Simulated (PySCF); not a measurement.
**What a change does: NMR shielding calculation on C6H10OSSi2**

System: C6H10OSSi2.
Method of run A: GIAO PBE0/pcSseg-1 NMR shielding, non-relativistic, IEF-PCM methanol (PySCF 2.14.0).

The geometry comes from this level: PBE0-D3(BJ)/def2-SVP. Text and figures count atoms from 1; the logs count them from 0 in places.

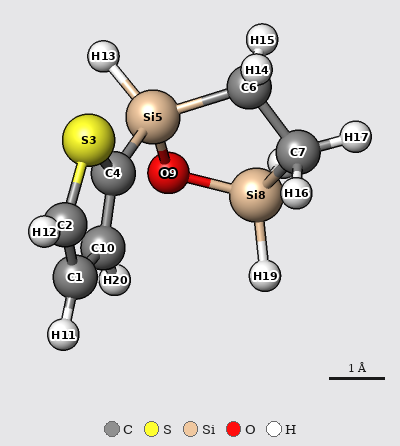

The structure (ball-and-stick view, seen at a tilt; atoms are numbered from 1 in the order of the input).

### Input file, run A
```
{"job": {"kind": "nmr", "xc": "PBE0", "basis": "pcSseg-1", "solvent": "methanol", "pop": false}, "charge": 0, "multiplicity": 1}
C      2.951916    -0.417960    -0.777573
C      3.361730     0.872382    -0.559685
S      2.248685     1.724755     0.427956
C      1.198793     0.361995     0.567748
Si    -0.435524     0.386172     1.460150
C     -1.742977     1.396330     0.536619
C     -2.299965     0.456288    -0.555473
Si    -2.353657    -1.277619     0.208340
O     -1.092124    -1.153556     1.316314
C      1.717020    -0.707229    -0.135125
H      3.517011    -1.134393    -1.375295
H      4.263734     1.363301    -0.924075
H     -0.272712     0.771011     2.890178
H     -1.348556     2.336674     0.118846
H     -2.537324     1.671895     1.252280
H     -1.600833     0.417954    -1.408986
H     -3.268719     0.796786    -0.954825
H     -3.631865    -1.568676     0.925221
H     -2.082236    -2.377184    -0.763292
H      1.215769    -1.676274    -0.173099
```

The first line tells a small driver script what to run in PySCF; the rest is the geometry in Å.

Launched with:
```bash
OMP_NUM_THREADS=1 python <driver script> task.json out
```

Hardware: 1 CPU thread, shared host.

### Output (run A)
```
coarse grid: 18680 points
cycle   1  E = -1286.1299044663  dE =  1.469e+00  |g| = 8.207e-01  |ddm| = 4.398e+00
cycle   2  E = -1285.9315367182  dE =  1.984e-01  |g| = 1.295e+00  |ddm| = 1.775e+00
cycle   3  E = -1286.2601620021  dE = -3.286e-01  |g| = 1.283e-01  |ddm| = 1.248e+00
cycle   4  E = -1286.2630397909  dE = -2.878e-03  |g| = 5.313e-02  |ddm| = 1.426e-01
cycle   5  E = -1286.2637210736  dE = -6.813e-04  |g| = 1.058e-02  |ddm| = 5.372e-02
cycle   6  E = -1286.2637455196  dE = -2.445e-05  |g| = 3.631e-03  |ddm| = 1.510e-02
cycle   7  E = -1286.2637485251  dE = -3.005e-06  |g| = 1.360e-03  |ddm| = 4.389e-03
final grid: 167776 points
cycle   8  E = -1286.3349930344  dE = -2.206e-05  |g| = 1.187e-02  |ddm| = 3.584e-02
cycle   9  E = -1286.3349540200  dE =  3.901e-05  |g| = 1.781e-02  |ddm| = 2.480e-02
cycle  10  E = -1286.3350253948  dE = -7.137e-05  |g| = 1.354e-03  |ddm| = 1.509e-02
cycle  11  E = -1286.3350257510  dE = -3.562e-07  |g| = 2.703e-04  |ddm| = 1.248e-03
cycle  12  E = -1286.3350257668  dE = -1.585e-08  |g| = 6.680e-05  |ddm| = 3.389e-04
cycle  13  E = -1286.3350257675  dE = -6.662e-10  |g| = 4.443e-05  |ddm| = 1.005e-04
cycle  14  E = -1286.3350257680  dE = -5.166e-10  |g| = 6.088e-06  |ddm| = 4.241e-05
converged SCF energy = -1286.3350257680

GIAO shielding tensors (ppm)
atom      isotropic    diamagn.    paramagn.     s11        s22        s33       span
  0 C       51.450     254.874    -203.424    -32.274     35.732    150.890    183.164
  1 C       41.647     265.282    -223.634    -52.299     35.550    141.691    193.990
  2 S      261.582    1057.774    -796.192    124.171    260.399    400.175    276.004
  3 C       42.939     264.115    -221.176    -31.128     13.926    146.020    177.149
  4 Si     345.990     880.660    -534.670    294.184    341.788    402.000    107.816
  5 C      172.565     255.642     -83.077    163.597    174.455    179.643     16.046
  6 C      178.567     254.966     -76.399    165.830    177.875    191.995     26.165
  7 Si     348.318     879.195    -530.877    291.355    338.192    415.407    124.052
  8 O      298.390     399.788    -101.398    226.046    332.604    336.521    110.475
  9 C       41.012     250.999    -209.987    -50.238     25.939    147.333    197.571
 10 H       23.755      29.948      -6.193     20.288     24.473     26.505      6.217
 11 H       23.347      29.781      -6.434     20.265     23.260     26.516      6.251
 12 H       25.599      28.329      -2.730     21.582     24.081     31.135      9.553
 13 H       30.086      31.691      -1.605     25.637     27.639     36.981     11.344
 14 H       30.127      30.010       0.117     25.030     27.477     37.873     12.843
 15 H       30.322      33.676      -3.354     25.856     28.905     36.204     10.348
 16 H       30.147      28.834       1.313     24.659     26.943     38.839     14.180
 17 H       26.286      27.810      -1.524     22.695     23.581     32.582      9.886
 18 H       26.059      28.990      -2.932     22.490     24.094     31.591      9.101
 19 H       23.572      32.913      -9.341     19.240     23.198     28.278      9.037
```

The input of run B differs as follows (lines with − go, lines with + come):
```diff
-"solvent": "methanol"
-"pop": false
+"solvent": "acetonitrile"
+"pop": true
```

What does this change do to the results?

The total energy of run B is 0.02 kcal/mol lower: the change of the electrostatic solvation energy at this fixed geometry, without cavity or dispersion terms. No shielding changes by as much as 0.05 ppm. The number of SCF iterations is the same.

### Output (run B)
```
coarse grid: 18680 points
cycle   1  E = -1286.1299620552  dE =  1.469e+00  |g| = 8.206e-01  |ddm| = 4.398e+00
cycle   2  E = -1285.9317813233  dE =  1.982e-01  |g| = 1.295e+00  |ddm| = 1.774e+00
cycle   3  E = -1286.2601983088  dE = -3.284e-01  |g| = 1.283e-01  |ddm| = 1.247e+00
cycle   4  E = -1286.2630731050  dE = -2.875e-03  |g| = 5.311e-02  |ddm| = 1.425e-01
cycle   5  E = -1286.2637538400  dE = -6.807e-04  |g| = 1.057e-02  |ddm| = 5.369e-02
cycle   6  E = -1286.2637782548  dE = -2.441e-05  |g| = 3.630e-03  |ddm| = 1.508e-02
cycle   7  E = -1286.2637812602  dE = -3.005e-06  |g| = 1.359e-03  |ddm| = 4.386e-03
final grid: 167776 points
cycle   8  E = -1286.3350256094  dE = -2.207e-05  |g| = 1.187e-02  |ddm| = 3.584e-02
cycle   9  E = -1286.3349866289  dE =  3.898e-05  |g| = 1.781e-02  |ddm| = 2.480e-02
cycle  10  E = -1286.3350579741  dE = -7.135e-05  |g| = 1.354e-03  |ddm| = 1.509e-02
cycle  11  E = -1286.3350583301  dE = -3.561e-07  |g| = 2.699e-04  |ddm| = 1.247e-03
cycle  12  E = -1286.3350583459  dE = -1.580e-08  |g| = 6.652e-05  |ddm| = 3.383e-04
cycle  13  E = -1286.3350583466  dE = -6.576e-10  |g| = 4.431e-05  |ddm| = 1.002e-04
cycle  14  E = -1286.3350583471  dE = -5.189e-10  |g| = 6.079e-06  |ddm| = 4.231e-05
converged SCF energy = -1286.3350583471

GIAO shielding tensors (ppm)
atom      isotropic    diamagn.    paramagn.     s11        s22        s33       span
  0 C       51.446     254.873    -203.427    -32.276     35.721    150.894    183.170
  1 C       41.638     265.282    -223.644    -52.307     35.527    141.694    194.001
  2 S      261.580    1057.772    -796.193    124.187    260.398    400.153    275.966
  3 C       42.939     264.116    -221.177    -31.129     13.925    146.021    177.150
  4 Si     345.983     880.660    -534.677    294.164    341.796    401.991    107.827
  5 C      172.567     255.642     -83.075    163.596    174.459    179.646     16.050
  6 C      178.569     254.967     -76.398    165.832    177.877    191.997     26.164
  7 Si     348.309     879.194    -530.886    291.337    338.193    415.396    124.059
  8 O      298.404     399.792    -101.388    226.076    332.603    336.533    110.457
  9 C       41.010     251.000    -209.989    -50.239     25.935    147.336    197.575
 10 H       23.754      29.948      -6.194     20.286     24.472     26.504      6.218
 11 H       23.345      29.780      -6.435     20.263     23.258     26.515      6.252
 12 H       25.599      28.329      -2.730     21.582     24.081     31.135      9.553
 13 H       30.085      31.690      -1.605     25.636     27.639     36.981     11.345
 14 H       30.125      30.008       0.117     25.028     27.476     37.872     12.844
 15 H       30.321      33.676      -3.354     25.856     28.904     36.204     10.348
 16 H       30.146      28.832       1.314     24.658     26.941     38.839     14.181
 17 H       26.286      27.810      -1.524     22.695     23.581     32.582      9.887
 18 H       26.059      28.990      -2.932     22.490     24.094     31.591      9.101
 19 H       23.572      32.913      -9.341     19.240     23.198     28.277      9.037
```

### The two runs side by side

```csv
quantity,run A,run B
outcome,converged,converged
total energy (hartree),−1286.335026,−1286.335058
HOMO (eV),−6.99,−6.99
LUMO (eV),−0.83,−0.83
dipole moment (D),2.33,2.33
shielding of C1 (ppm),51.4,51.4
shielding of C2 (ppm),41.6,41.6
shielding of Si5 (ppm),346.0,346.0
shielding of C6 (ppm),172.6,172.6
shielding of C7 (ppm),178.6,178.6
shielding of Si8 (ppm),348.3,348.3
shielding of O9 (ppm),298.4,298.4
SCF iterations,14,14
basis functions,241,241
wall time (shared host),43 s,47 s
```
